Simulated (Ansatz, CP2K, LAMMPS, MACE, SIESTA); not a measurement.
# Amorphous 59Ga2O3-41P2O5 (mol %) (320 atoms): one structure in several programs

Wanted: errors and costs of other methods on amorphous 59Ga2O3-41P2O5 (mol %) (320 atoms). A plane-wave run serves as the reference.

Method: Kohn-Sham DFT, PBE, PAW, plane waves, in Ansatz 0.2.0.

## Step 1: The starting structure

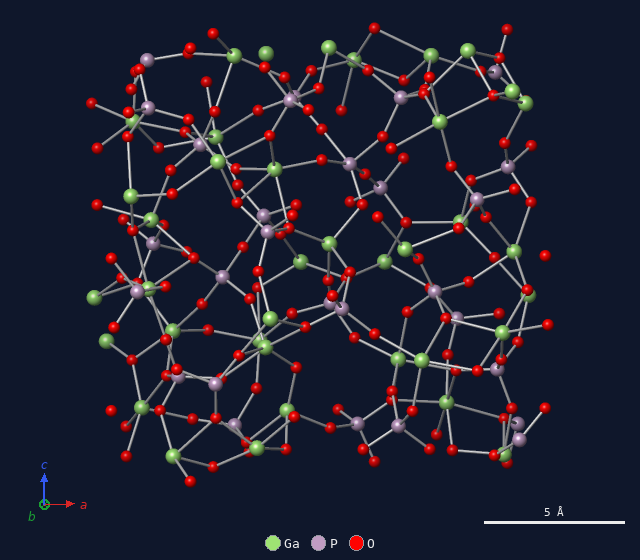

The starting structure, seen in part (gallium green, phosphorus pink, oxygen red). Drawn is a slice 10 Å thick, seen along the normal of the ac plane. Bonds to atoms that aren't drawn are left out.

The cell holds 320 atoms: 65 Ga, 45 P and 210 O. Cell: a = 15.541 Å, b = 15.541 Å, c = 15.541 Å, α = 90.0°, β = 90.0°, γ = 90.0°. 320 atoms (65 Fe, 45 P, 210 O) placed at random at 3.33 g/cm³, melted at 5000 K for 10 ps at fixed volume with the Morse and Coulomb pair potential with partial charges (Pedone, Malavasi, Menziani, Cormack and Segre, J. Phys. Chem. B 110, 11780 (2006)). Quenched from 5000 K to 300 K at 100 K/ps and fixed volume, held 10 ps at zero pressure, then minimised at fixed cell. Then Fe was replaced by Ga and the cell scaled by 1.005 (the potential has no terms for the new elements, so the cell is a start for a DFT relaxation).

## Step 2: Reference: Ansatz, plane waves

The PAW files are the set soft_2.

The input, input.yaml:

```yaml
crystal:
  lattice:
    - [15.54078, 0.0, 0.0]
    - [0.0, 15.54078, 0.0]
    - [0.0, 0.0, 15.54078]
  atoms:
    - { symbol: Ga, position: [0.67391, 0.28598, 0.52612] }
    - { symbol: Ga, position: [0.58873, 0.75645, 0.92237] }
    - { symbol: Ga, position: [0.16482, 0.82523, 0.09532] }
    - { symbol: Ga, position: [0.57684, 0.95083, 0.95961] }
    [... 310 atom lines left out ...]
    - { symbol: O, position: [0.35058, 0.28672, 0.9477] }
    - { symbol: O, position: [0.25134, 0.73384, 0.30311] }
    - { symbol: O, position: [0.04338, 0.02152, 0.88456] }
    - { symbol: O, position: [0.47312, 0.90426, 0.51252] }
    - { symbol: O, position: [0.2826, 0.12199, 0.36006] }
    - { symbol: O, position: [0.90425, 0.41048, 0.25948] }
kpoints:
  mp_grid: { grid: [1, 1, 1] }
hamiltonian:
  xc: pbe
scf:
  occupations: { method: fermi_dirac, width: 0.05 }
output:
  forces: true
  eigenvalues: true
```

Launch:

```bash
> ansatz run input.yaml --threads 16 --pin off --max-ram 31232MiB --backend cpu --events-out ev --progress --plain --runs-dir out
```

Log:

```text
[...]
Pseudopotentials: kind: paw
Pseudopotential: Ga, paw, valence charge 13, recommended cutoff 420 eV (normal), Ga.paw.azcp
Pseudopotential: P, paw, valence charge 5, recommended cutoff 420 eV (normal), P.paw.azcp
Pseudopotential: O, paw, valence charge 6, recommended cutoff 420 eV (normal), O.paw.azcp
[... 5 lines on functional and potentials left out ...]
Crystal: 320 atoms, lattice volume = 3753.345 Å³
Basis set: ecut = 420 eV, 73223 PW (Γ), exchange–correlation on 216×216×216 points (8 copies of the dense FFT grid, shifted against one another)
Bands: 1485, of which v1, the nominal top of the filled ones, is band 1165 counted from 1 (1164 counted from 0)
Symmetry: 1 space group operations
Space group: P1 (ITA 1), of the structure as read, at distance tolerance 1.6e-4 Å
k-points: 1
[... 7 lines on functional and potentials left out ...]
Initial density: superposition of atomic densities (neutral atoms: chi_scale 0, normalization atom), corrected by the library's trained network
Initial wavefunctions: pseudopotential atomic-orbital guess
[...]
SCF iter   1: F=—  HF=-399126.332321 eV  |F-HF|=—  |Δ(HF+E_count)|=         —  Δρ=3.47e-3  dr2=6.13e-1  ethr=1.77e-3  ⟨swp⟩=7.0  Hψ=6610  notcnv=0  defer=241
preconditioner: auto → Resta (q_TF=auto, 2.520 Å⁻¹)  ε∞=3.9  [insulator: Δε(μ)=1.430 eV  Ē_g=17.255 eV  σ=0.050 eV  W_gap=1.00  n_scr=1020 (ndim 8)  ℏωp=29.3 eV  f_vac=0.112  D(μ)=0.00/eV (n_scr^D=0)  ε∞_Penn≈3.9]
SCF iter   2: F=—  HF=-399126.244763 eV  |F-HF|=—  |Δ(HF+E_count)|=   8.76e-2  Δρ=1.88e-3  dr2=1.50e-1  ethr=2.63e-5  ⟨swp⟩=3.0  Hψ=2843  notcnv=0  defer=314
SCF iter   3: F=—  HF=-399126.235188 eV  |F-HF|=—  |Δ(HF+E_count)|=   9.58e-3  Δρ=9.27e-4  dr2=4.45e-2  ethr=6.45e-6  ⟨swp⟩=3.0  Hψ=2148  notcnv=0  defer=180
automatic band count: iteration 3 solves 1351 bands in place of 1485: the levels show a gap, and the empty bands left out lie too high to hold charge; the band table lists the bands solved (type scf.n_extra_bands for more)
SCF iter   4: F=—  HF=-399126.228432 eV  |F-HF|=—  |Δ(HF+E_count)|=   6.76e-3  Δρ=3.37e-4  dr2=4.52e-3  ethr=1.91e-6  ⟨swp⟩=3.0  Hψ=2412  notcnv=0  defer=180
SCF iter   5: F=—  HF=-399126.228099 eV  |F-HF|=—  |Δ(HF+E_count)|=   3.34e-4  Δρ=1.81e-4  dr2=1.29e-3  ethr=1.94e-7  ⟨swp⟩=3.0  Hψ=2664  notcnv=0  defer=180
[...]
SCF iter  10: F=—  HF=-399126.234706 eV  |F-HF|=—  |Δ(HF+E_count)|=   3.48e-7  Δρ=2.42e-6  dr2=2.44e-7  ethr=4.83e-11  ⟨swp⟩=3.0  Hψ=2333  notcnv=0  defer=180
SCF iter  11: F=-399126.234706 eV  HF=-399126.234706 eV  |F-HF|=1.00e-8  |Δ(HF+E_count)|=   1.27e-7  Δρ=1.22e-6  dr2=5.67e-8  ethr=4.29e-12  ⟨swp⟩=15.0  Hψ=6010  notcnv=0
SCF 1 converged in 11 iterations: F = -399126.234706 eV  dr2 = 5.67e-8
[...]
SCF converged after 11 iterations
Free energy (F): -399126.234706 eV
Harris-Foulkes:  -399126.234706 eV  (|F-HF|=1.00e-8)
Internal energy: -399126.234658 eV  (E = F + TS)
E sigma→0 (E₀):  -399126.234682 eV
Entropy (-TS):   -0.000048 eV (-0.000 meV/atom)
Fermi energy:    6.853206 eV
--- Per-component energies (eV) ---
[...]
Σ components = -399126.234706   (vs F -399126.234706, Δ=0.00e0)
--- Forces (eV/Å), atoms counted from 1 ---
  atom   1  Ga     1.11862068    -0.65813945    -0.60693070
  atom   2  Ga    -0.31675255    -0.32139247    -0.13796891
  atom   3  Ga     0.40032509     1.73923737    -0.40025771
  atom   4  Ga    -0.28781282     0.29175904     0.39204640
[...]
atom 320  O      0.02900553    -0.50697892    -0.41259039
  max |Σ_I F_I| component: 8.44e-5 eV/Å
--- Band table (eV) ---
  k-point 0: bands = ["-17.4995", "-17.0538", "-16.9811", "-16.6171", [... 1335 levels ...], "14.3903", "14.4031", "14.4276", "14.4348", "14.4597", "14.4662", "14.4755", "14.4904", "14.5127", "14.5251", "14.5540", "14.5679"]
```

Run time: 2.5 min. Hardware: 16 threads of Arm Neoverse N1, shared host; peak memory 11 GiB; 40 min of CPU time.

Read from the output:

* free energy: -399126.2347 eV
* free energy per atom: -1247.2695 eV/atom
* SCF cycles: 11
* r.m.s. force component: 1.036 eV/Å
* longest force: 3.962 eV/Å
* Fermi energy: 6.853 eV
* gap (highest filled to lowest empty level): 1.081 eV

Neighbours are counted within 2.50 Å (O-Ga), 2.08 Å (O-P).

Length of the force by element and coordination:

| element | coordination | atoms | mean length of the force (eV/Å) | spread | least | most |
| --- | --- | --- | --- | --- | --- | --- |
| Ga | all | 65 | 1.14 | 0.477 | 0.367 | 2.32 |
| Ga | 4 | 4 | 1.18 | 0.289 | 0.711 | 1.50 |
| Ga | 5 | 37 | 1.22 | 0.521 | 0.424 | 2.32 |
| Ga | 6 | 22 | 1.04 | 0.411 | 0.367 | 1.69 |
| Ga | 7 | 2 | 0.816 | 0.163 | 0.653 | 0.979 |
| O | all | 210 | 1.71 | 0.749 | 0.062 | 3.96 |
| O | 2 | 112 | 1.53 | 0.516 | 0.211 | 2.75 |
| O | 3 | 85 | 2.00 | 0.909 | 0.062 | 3.96 |
| O | 4 | 13 | 1.41 | 0.677 | 0.669 | 2.96 |
| P | all | 45 | 1.97 | 0.716 | 0.635 | 3.80 |
| P | 4 | 41 | 1.95 | 0.735 | 0.635 | 3.80 |
| P | 5 | 4 | 2.23 | 0.392 | 1.83 | 2.87 |

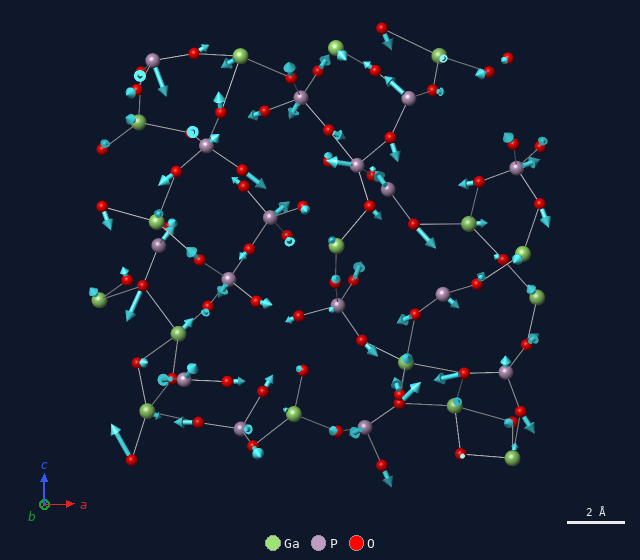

Forces as arrows; the longest in the cell is 3.96 eV/Å. Drawn is a slice 4 Å thick, seen along the normal of the ac plane. Bonds to atoms that aren't drawn are left out.

The levels nearest the highest filled one (over half full), pooled over k-points and spins:

| level less the highest filled one (eV) | occupation |
| --- | --- |
| -0.623 | 2 |
| -0.567 | 2 |
| -0.556 | 2 |
| -0.532 | 2 |
| -0.484 | 2 |
| 0 | 2 |
| 1.08 | 0 |
| 1.75 | 0 |
| 1.82 | 0 |
| 1.97 | 0 |
| 2.02 | 0 |
| 2.04 | 0 |

## Step 3: Local order

Density 4.11 g/cm³, 11.73 Å³ an atom.

Pair distribution functions g(r), in bins of 0.2 Å:

| r (Å) | total | O-O | O-Ga | O-P | Ga-Ga | Ga-P | P-P |
| --- | --- | --- | --- | --- | --- | --- | --- |
| 1.40 | 0.12 | 0.00 | 0.00 | 0.66 | 0.00 | 0.00 | 0.00 |
| 1.60 | 2.12 | 0.00 | 0.00 | 11.47 | 0.00 | 0.00 | 0.00 |
| 1.80 | 0.46 | 0.00 | 1.61 | 0.15 | 0.00 | 0.00 | 0.00 |
| 2.00 | 1.47 | 0.00 | 5.53 | 0.00 | 0.00 | 0.00 | 0.00 |
| 2.20 | 0.51 | 0.13 | 1.71 | 0.00 | 0.00 | 0.00 | 0.00 |
| 2.40 | 0.86 | 1.74 | 0.40 | 0.00 | 0.00 | 0.00 | 0.00 |
| 2.60 | 0.94 | 2.00 | 0.26 | 0.05 | 0.10 | 0.00 | 0.00 |
| 2.80 | 0.97 | 1.98 | 0.21 | 0.10 | 0.53 | 0.38 | 0.18 |
| 3.00 | 1.07 | 1.70 | 0.36 | 0.38 | 2.33 | 1.24 | 0.47 |
| 3.20 | 0.99 | 0.98 | 0.48 | 0.60 | 2.19 | 3.95 | 0.73 |
| 3.40 | 1.04 | 0.73 | 0.71 | 1.14 | 1.52 | 4.63 | 0.00 |
| 3.60 | 0.89 | 0.57 | 1.12 | 1.23 | 1.30 | 0.95 | 0.44 |
| 3.80 | 1.02 | 0.68 | 1.28 | 1.63 | 1.14 | 0.46 | 0.81 |
| 4.00 | 1.04 | 0.68 | 1.33 | 1.68 | 0.67 | 0.48 | 1.28 |
| 4.20 | 1.14 | 0.74 | 1.67 | 1.64 | 0.28 | 0.55 | 1.35 |
| 4.40 | 1.10 | 0.87 | 1.59 | 1.06 | 0.47 | 0.68 | 2.43 |
| 4.60 | 1.05 | 1.11 | 1.19 | 0.79 | 0.74 | 0.96 | 1.19 |
| 4.80 | 0.98 | 1.21 | 0.88 | 0.71 | 0.86 | 0.64 | 1.33 |
| 5.00 | 1.03 | 1.34 | 0.72 | 0.71 | 1.05 | 1.08 | 1.52 |
| 5.20 | 1.04 | 1.32 | 0.62 | 1.02 | 0.95 | 1.06 | 0.82 |
| 5.40 | 1.02 | 1.21 | 0.73 | 0.96 | 1.18 | 1.02 | 1.21 |
| 5.60 | 0.90 | 0.93 | 0.70 | 1.01 | 1.19 | 1.06 | 0.80 |
| 5.80 | 0.86 | 0.83 | 0.80 | 0.98 | 1.01 | 1.08 | 0.57 |
| 6.00 | 0.92 | 0.83 | 1.01 | 0.97 | 1.27 | 0.80 | 0.74 |
| 6.20 | 0.99 | 0.88 | 1.12 | 1.06 | 1.21 | 0.81 | 0.81 |
| 6.40 | 0.97 | 0.85 | 1.15 | 1.08 | 1.00 | 0.76 | 0.68 |
| 6.60 | 1.03 | 0.91 | 1.25 | 1.04 | 0.94 | 0.90 | 0.91 |
| 6.80 | 1.09 | 1.00 | 1.30 | 1.08 | 0.92 | 0.97 | 1.06 |

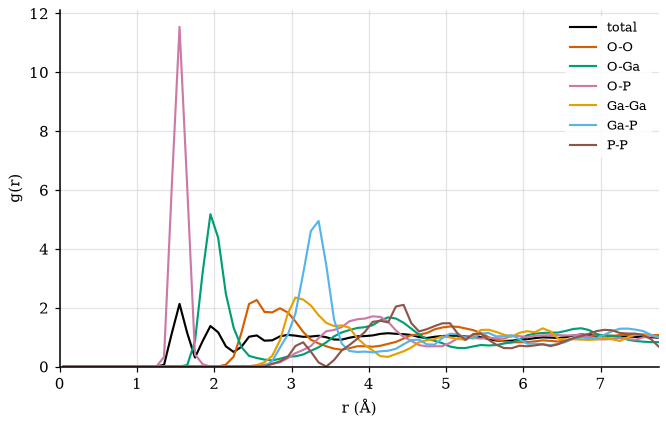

Pair distribution functions, lightly smoothed.

Bonds by pair of elements; cutoffs follow the first minimum of g(r), held within bounds set by covalent radii, and pairs that aren't listed don't count as bonded:

| pair A-B | cutoff (Å) | bonds | mean length (Å) | spread (Å) | shortest (Å) | B about A | A about B |
| --- | --- | --- | --- | --- | --- | --- | --- |
| O-Ga | 2.5 | 347 | 2.04 | 0.145 | 1.79 | 1.65 | 5.34 |
| O-P | 2.08 | 184 | 1.54 | 0.043 | 1.49 | 0.876 | 4.09 |

How many atoms have how many bonded neighbours:

| element | mean | 2 | 3 | 4 | 5 | 6 | 7 |
| --- | --- | --- | --- | --- | --- | --- | --- |
| Ga | 5.34 | 0 | 0 | 4 | 37 | 22 | 2 |
| O | 2.53 | 112 | 85 | 13 | 0 | 0 | 0 |
| P | 4.09 | 0 | 0 | 41 | 4 | 0 | 0 |

Oxygen atoms by the number of network formers (Si, P, Ge, B, Al, As, Ga) bound to them:

| network formers bound to O | O atoms | per cent |
| --- | --- | --- |
| 0 | 0 | 0 |
| 1 | 0 | 0 |
| 2 | 112 | 53.3 |
| 3 | 85 | 40.5 |
| 4 | 13 | 6.2 |

Network units: each former by its oxygen neighbours and how many of them bridge to another former:

| former | O neighbours | bridging O | atoms |
| --- | --- | --- | --- |
| P | 4 | 4 | 41 |
| P | 5 | 5 | 4 |
| Ga | 4 | 4 | 4 |
| Ga | 5 | 5 | 37 |
| Ga | 6 | 6 | 22 |
| Ga | 7 | 7 | 2 |

## Step 4: The other programs

The programs:
- CP2K 2026.2: Gaussian basis with GTH pseudopotentials and a plane-wave density; labels give functional, basis (MOLOPT sets; SR short-range, UZH the newer set with its own potentials), grid cutoff/relative cutoff and solver (OT: orbital transformation; TRS4, TC2, SIGN: linear-scaling purification with its sparsity filter), or its built-in tight binding.
- MACE: machine-learned potential, published weights.
- SIESTA 5.4.2: numerical atomic orbitals, whose automatically made sets are far from complete, with PseudoDojo norm-conserving potentials that we converted to its format (checked against plane waves on the same files for H, C, O, Si, Ge and Ca alone); labels give functional, basis size, energy shift and mesh cutoff.

All use the same cell and atoms; the electronic-structure runs use the same k-mesh, and an electronic temperature of 580 K (0.05 eV) where levels are smeared.

Differences are against the plane-wave reference, forces as r.m.s. over components; share is that over the reference's r.m.s. force, slope the least-squares factor from reference forces to these. Total energies of different programs have different zeros and aren't compared.

| run | Δ force, r.m.s. (meV/Å) | share (%) | slope | Δ gap (eV) | cores | CPU time | memory (GiB) |
| --- | --- | --- | --- | --- | --- | --- | --- |
| reference | - | - | - | - | 16 | 40 min | 11 |
| CP2K PBE, DZVP-MOLOPT-SR, 600/40 Ry, OT DIIS | 93.0 | 8.98 | 1.037 | -0.115 | 4 | 2 h | 11 |
| CP2K PBE, SZV-MOLOPT-SR, 600/40 Ry, OT DIIS (coarse) | 3092 | 298 | 3.029 | -0.690 | 4 | 36 min | 7.6 |
| MACE MP-0b2 small potential | 176 | 17.0 | 0.895 | - | 4 | 16 s | 1.0 |
| SIESTA PBE, SZ, shift 0.02 Ry, mesh 350 Ry (coarse) | 3004 | 290 | 2.968 | -0.555 | 4 | 9.7 min | 2.2 |

Rows marked coarse were listed beforehand as settings not expected to be converged; some can still land near the reference.

Times of the machine-learned potentials are mostly Python's start and the loading of weights.

CPU time is summed over cores on a shared host, where runs went side by side, so it is rough. Symmetry, cutoffs, thresholds, outputs and thread counts weren't matched or tuned between programs; memory under MPI is the largest rank's times the ranks.

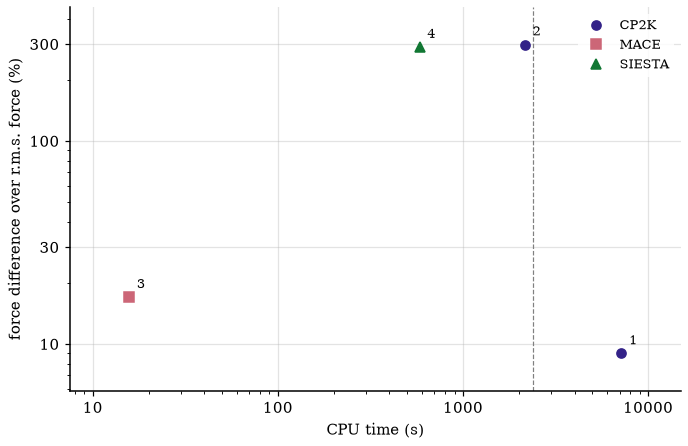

Force difference against CPU time; the dashed line marks the reference's time. Points: 1 CP2K PBE, DZVP-MOLOPT-SR, 600/40 Ry, OT DIIS; 2 CP2K PBE, SZV-MOLOPT-SR, 600/40 Ry, OT DIIS; 3 MACE MP-0b2 small potential; 4 SIESTA PBE, SZ, shift 0.02 Ry, mesh 350 Ry.

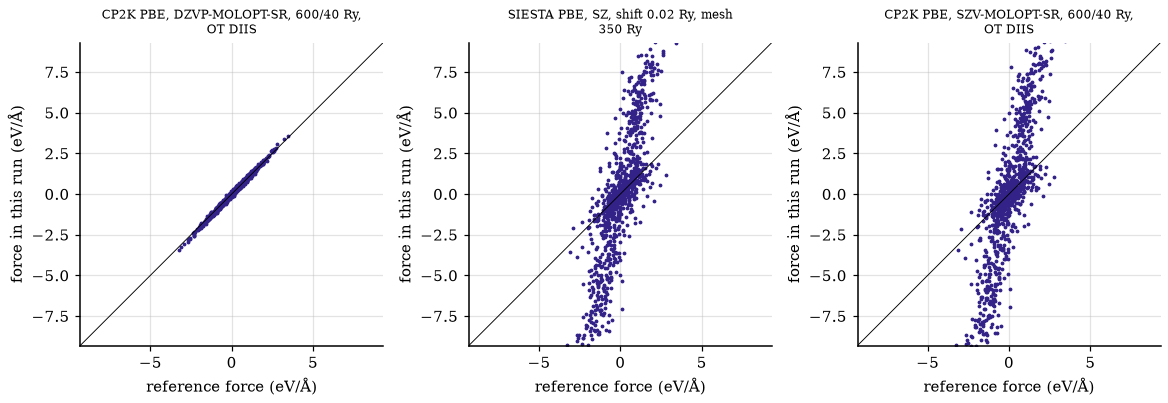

Force components against those of the reference; the line marks equality. Points beyond the frame are left out.

Left out of the table, since they converged to an unphysical state: CP2K PBE, SZV-MOLOPT-SR, 600/40 Ry, TC2 filter 1e-06, SCF 1e-06 (forces off by up to 2792 eV/Å).

## Step 5: Results

```
reference r.m.s. force component                       : 1.04 eV/Å
nearest in forces                                      : CP2K PBE, DZVP-MOLOPT-SR, 600/40 Ry, OT DIIS, 9.0 %
farthest in forces                                     : CP2K PBE, SZV-MOLOPT-SR, 600/40 Ry, OT DIIS (coarse), 298 %
cheapest electronic-structure run beside the reference : SIESTA PBE, SZ, shift 0.02 Ry, mesh 350 Ry, 9.7 min of CPU time
```

The PBE run in local orbitals, coarse settings apart, differs by 9.0 % (CP2K PBE, DZVP-MOLOPT-SR, 600/40 Ry, OT DIIS); basis, grid and potentials can all enter. Machine-learned potentials differ by 17 % (MACE MP-0b2 small potential); they were trained on other programs' data. Runs with settings chosen to be coarse differ by 290 % (SIESTA PBE, SZ, shift 0.02 Ry, mesh 350 Ry) to 298 % (CP2K PBE, SZV-MOLOPT-SR, 600/40 Ry, OT DIIS), their programs' other errors included. One electronic-structure run takes under half the reference's CPU time: SIESTA PBE, SZ, shift 0.02 Ry, mesh 350 Ry, at 290 % in 9.7 min against 40 min, too far off to be of use. MACE MP-0b2 small potential softens the forces by a factor of 0.89 while following their directions (correlation 0.989). At the same functional, gaps differ from the reference's 1.08 eV by between -0.69 and -0.12 eV. In the reference: filled and empty levels are parted by 1.08 eV (at Γ alone); a semilocal functional tends to put such gaps too low. In a disordered cell it changes from sample to sample, and tail or defect levels can set it. In the reference: for some of the pairs, g(r) has its first main peak near 2.5 Å (O-O), 2.0 Å (O-Ga), 1.5 Å (O-P), 3.1 Å (Ga-Ga) and 3.3 Å (Ga-P). The quench rate of 100 K/ps is many orders above laboratory rates, so the cell is likely richer in defects and strain than a real sample. The network of bonds at the start is that of the classical potential that made the cell, and needn't be the one that DFT or experiment would give. The electronic-structure runs sample only Γ, in a cell whose shortest periodic width is 16 Å.

[Also dropped from logs without a mark: logging warnings of Python, and SIESTA's first energy breakdown and zero terms.]

[Logs are printed without paths, hosts, clocks, repeated set-up lines and the standing remarks that a program may print on its own settings, such as how far it seeks lower states.]

[Hosts, paths, dates, database ids (printed as entryN), source tags and the programs' standing remarks are cut or masked in the printed files.]
